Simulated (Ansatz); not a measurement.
## Nb (Im-3m): the Drude term of Re ε in the infrared

Re ε of Nb (Im-3m) at low photon energies is read from one computed spectrum; the carriers' damping was typed as γ = 0.05 eV.

Symmetry: Im-3m, No. 229, cubic system. Conventional cell: a = 3.328 Å, b = 3.328 Å, c = 3.328 Å, α = 90.00°, β = 90.00°, γ = 90.00°. Around Nb on site a lie 8 Nb at 2.88 Å.

Method: Ansatz 0.2.0, r2SCAN, independent particles, k-mesh 18×18×18 with interpolation inside its cells, Gaussian parameter 0.1 eV.

Launch of the response step: `ansatz run input.yaml --threads 4 --pin off --max-ram 8192MiB --backend cpu --events-out ev --progress --plain --runs-dir out`. The run took 19 s, on 4 threads of Intel(R) Xeon(R) Processor @ 2.50GHz (Skylake/Cascade Lake), on a shared host.

| photon energy E (eV) | wavelength (µm) | Re ε |
| --- | --- | --- |
| 0.25 | 4.96 | -1237.2 |
| 0.30 | 4.13 | -862.6 |
| 0.35 | 3.54 | -631.8 |
| 0.40 | 3.10 | -480.1 |
| 0.50 | 2.48 | -300.2 |
| 0.60 | 2.07 | -201.5 |
| 0.70 | 1.77 | ? |

A Drude term over a constant background gives Re ε = ε_b − ωp²/(E² + γ²), linear in 1/(E² + γ²).

Working, on the rows shown:

| x = 1/(E² + γ²) (eV⁻²) | y = Re ε |
| --- | --- |
| 15.3846 | -1237.2 |
| 10.8108 | -862.6 |
| 8 | -631.8 |
| 6.15385 | -480.1 |
| 3.9604 | -300.2 |
| 2.75862 | -201.5 |

Means: x̄ = 7.8447, ȳ = -618.9. Σ(x − x̄)(y − ȳ) = -8982, Σ(x − x̄)² = 109.5. Slope = -8982 / 109.5 = -82.04; intercept = ȳ − slope · x̄ = 24.679. The line misses the rows shown by at most 0.36.

Task: Predict the last column of the withheld row from the fit.

Result: At x = 2.0305 the line gives y = -141.9. The run gave -141.5, so the extrapolation is off by 0.4, 0.0 % of the range in the table.

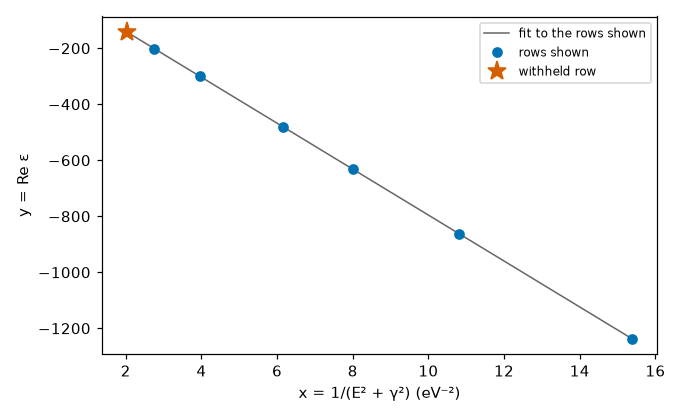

Refitted with all rows, the slope is -82.05 and the intercept 24.837. These give ωp = √(−slope) = 9.06 eV, against 9.01 eV from the program's Fermi-surface sum, and an intercept of 24.8. Taking the program's Drude term off the rows leaves 13 at the lowest energy and 23 at the highest, so the background isn't constant: interband transitions lie in or near the window, and neither fitted number can be trusted. The cell comes from an older database entry, whose edges can be off by a per cent or so. The values come from a sum over the points of one k-mesh and carry its error, which is largest for Fermi-surface quantities. Spin-orbit coupling is left out.
